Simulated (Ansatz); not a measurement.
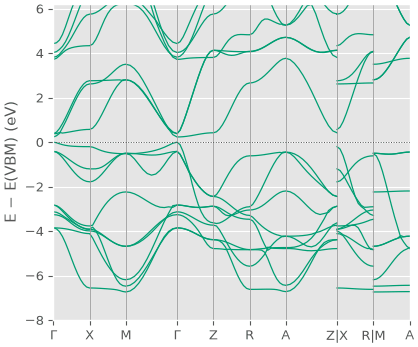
Fig. 1. Band structure from r²SCAN in the plane-wave PAW code Ansatz

Read off the gap and where the band edges lie.

About 0.2 eV (0.23 eV by a search for the band edges); maximum at Γ, minimum at Γ.

Which compound is it?
A. BaNbNO2, P4/mmm (Ba on 1a, Nb on 1d, N on 1c, O on 2e)
B. Rb2MnF5, P4/mmm (Rb on 2e, Mn on 1a, F on 1b, F on 4j)
C. MgCdS2, P4/mmm (Mg on 1d, Cd on 1a, S on 1b, S on 1c)
D. LiCa2CuN2, P4_2/mnm (Li on 2a, Ca on 4d, Cu on 2b, N on 4f)

A, BaNbNO2, P4/mmm (Ba on 1a, Nb on 1d, N on 1c, O on 2e)

The first step of the workflow began from a Materials Project structure, measured or hypothetical; the Crystallography Open Database copy checked does not list it. With N and O taken as one species the cell has the higher symmetry Pm-3m, so it may be an ordered model of a mixed-site phase. Whether it is the stable phase at ambient conditions was not checked. Symmetry was held in the r²SCAN relaxation. At this level the phase is dynamically unstable (imaginary phonons). No spin polarisation was allowed. Scalar-relativistic: spin–orbit coupling is off unless named, which matters more the heavier the elements.

Potentials: the later of the program's two PAW sets.
